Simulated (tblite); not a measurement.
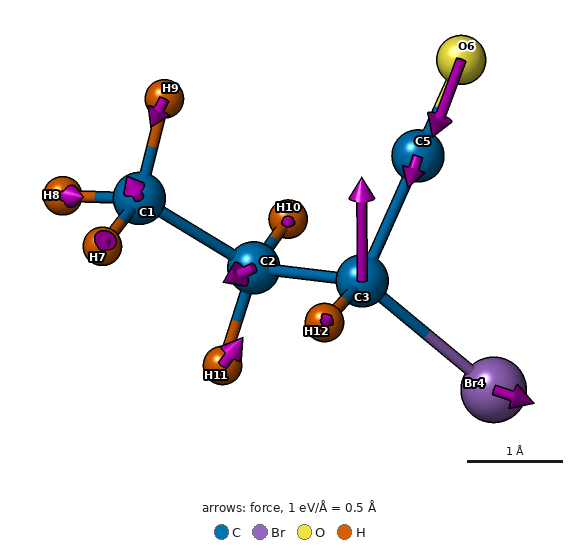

Starting geometry of C$_{4}$H$_{6}$BrO (charge +1) with the computed forces as purple arrows. A ball-and-stick model, seen at a tilt.

Level of theory: GFN2-xTB geometry optimisation, gas phase (tblite 0.8.0). 

Is this structure relaxed? If not, where do the atoms go?

It isn't relaxed: the largest force vector, on C3, is 2.31 eV/Å. The final displacements follow the starting forces only in part (cosine between the two patterns 0.38). The energy falls by 6.82 kcal/mol in 39 geometry steps. The largest move after the best rigid fit is that of Br4, 0.29 Å. Largest moves by element: Br 0.29 Å, O 0.24 Å, C 0.10 Å, H 0.08 Å. Among the contacts that change: C3–Br4 1.929 → 2.047 Å, C3–C5 1.471 → 1.391 Å, C2–H11 1.118 → 1.091 Å, C1–H7 1.107 → 1.087 Å. Among the angles between lasting bonds that change: Br4–C3–C5 108.6° → 94.1°, C5–C3–H12 108.9° → 114.1°, C2–C3–C5 110.6° → 114.8°.
